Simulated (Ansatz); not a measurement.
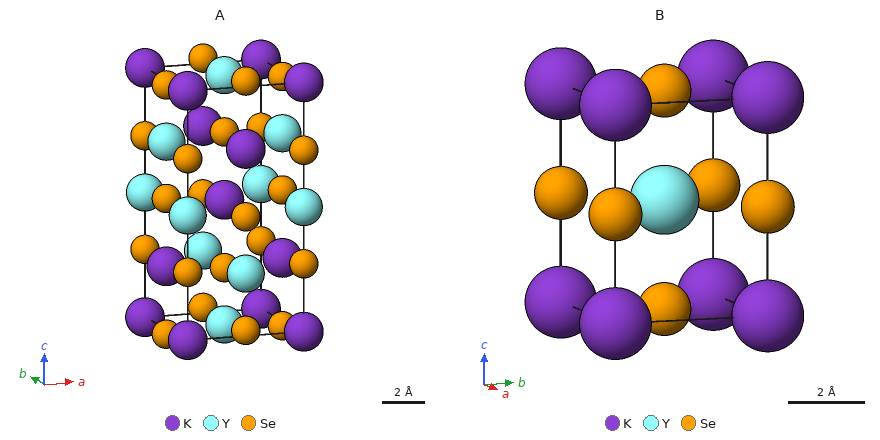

Two structures of KYSe2, each relaxed to rest (conventional cells in solid outline, small ones repeated, not to one scale). Method: DFT, PBEsol, plane waves, PAW in Ansatz, without spin polarisation.

Question: Give the type and space group of each.

Answer: A: 16 atoms a cell on a body-centred tetragonal lattice, I4_1/amd. B: 4 atoms a cell on a primitive tetragonal lattice, P4/mmm.

Question: Which structure wins energetically, and by what margin?

Answer: A is lower, by 169 meV/atom at this level of theory (energies at zero smearing). Volumes: A 27.3, B 26.4 Å³/atom.

One or both may be structure types tried for this composition rather than known phases.
